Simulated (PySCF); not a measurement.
Br₃P (phosphorus tribromide)

Input file:

```
{"job": {"kind": "uv", "xc": "CAM-B3LYP", "basis": "def2-SVPD", "nstates": 8, "ntriplets": 3}, "charge": 0, "multiplicity": 1}
Br     1.979400    -0.109621    -0.258601
P      0.002391     0.002487     0.753786
Br    -0.889940     1.767726    -0.261247
Br    -1.081617    -1.655820    -0.256792
```

Launched as:

```sh
OMP_NUM_THREADS=1 python probes_run.py task.json out
```

Geometry: GFN2-xTB.

All numbers below come from CAM-B3LYP/def2-SVPD, SCF density, gas phase (PySCF 2.14.0).

### Predict the electron density and electron localisation function between the atoms.

P–Br (2.22 Å): ρ is about 0.8 e/Å³ halfway; the ELF peaks at about 0.85 between the atoms: a covalent bond.

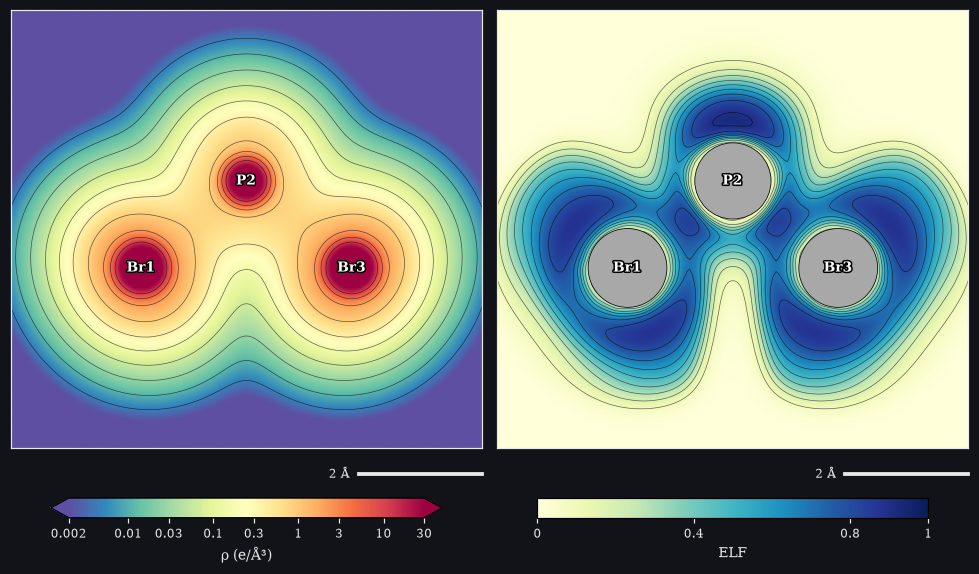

Computed electron density and electron localisation function on the plane of atoms Br1, P2 and Br3, in this order. Grey discs cover the atomic cores in the ELF map. 
